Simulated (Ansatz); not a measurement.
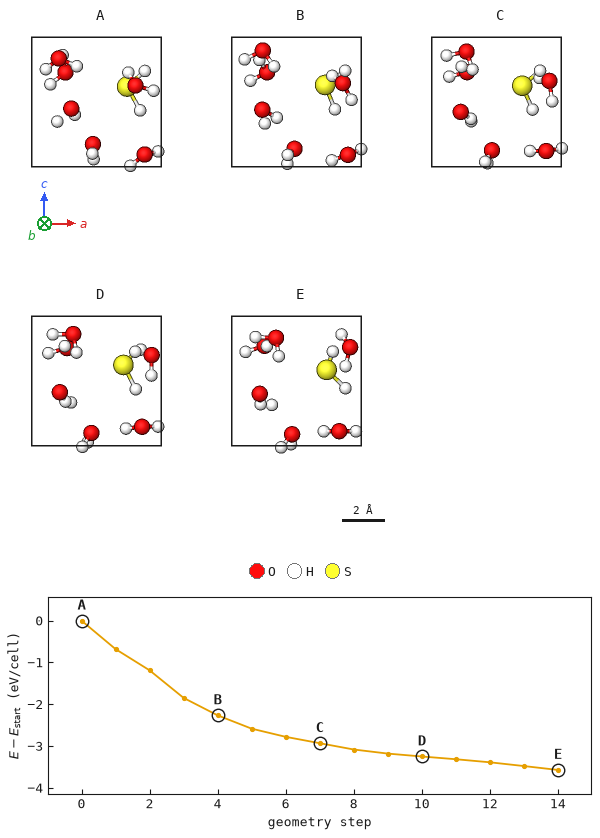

Frames of a relaxation of an amorphous cell of composition H$_{14}$SO$_{6}$, marked on the history of the run. Style: ball-and-stick. Shown: the cell of the calculation, along the b axis.

The cell holds 6 H2O + 1 SH2. The run prepares the start of a later molecular dynamics calculation, from a guessed geometry.

These are results of DFT PBE, scalar-relativistic, plane waves, PAW in Ansatz 0.2.0, not measurements. (plane-wave cutoff 420 eV; k-point mesh 1 × 1 × 1; occupations fermi dirac; smearing width 0.05 eV; no spin polarisation; atoms relaxed in a fixed cell; force threshold 0.3 eV/Å; at most 15 steps)

**Describe the path.**

The relaxation stopped without meeting its thresholds, so the last structure isn't shown to be converged. It used up its limit of 15 steps. The energy falls by 3.571 eV per cell of the calculation in 14 geometry steps. Largest force component: 1.1 eV/Å at the start, 0.51 eV/Å at the end. An O atom moves most: 1.09 Å roughly along [1 0 1]. By element the largest moves are O 1.09 Å, H 1.04 Å, S 0.32 Å. The cell doesn't change. Near-neighbour distances that change, for instance: H–O 0.969 → 0.998 Å, H–S 1.339 → 1.366 Å, H–O 0.969 → 0.974 Å. Among the angles between lasting bonds that change: H–S–H 93.3° → 89.2°, H–O–H 104.0° → 100.5°. The run took about 20 core-seconds on a shared host. From step 0 to 4: an O atom moves most (0.59 Å), energy −2.265 eV per cell of the calculation. From step 4 to 7: an H atom moves most (0.49 Å), energy −0.666 eV per cell of the calculation. From step 7 to 10: an H atom moves most (0.44 Å), energy −0.318 eV per cell of the calculation. From step 10 to 14: an H atom moves most (0.76 Å), energy −0.322 eV per cell of the calculation.

```csv
step,"E − E(0), meV/atom","largest force component, eV/Å"
0,0.00,1.1078
1,-32.40,1.0957
2,-56.58,2.5730
3,-87.99,1.8652
4,-107.88,2.0598
5,-123.04,1.2304
6,-132.34,1.2794
7,-139.59,0.9561
8,-146.78,0.6944
9,-151.42,0.5064
10,-154.73,0.3067
11,-157.85,0.4199
12,-161.34,0.5635
13,-165.62,0.6470
14,-170.05,0.5130
```

Limits of the set-up: the periodic images lie only 6.2 Å apart, so the values are limited by the cell's size.
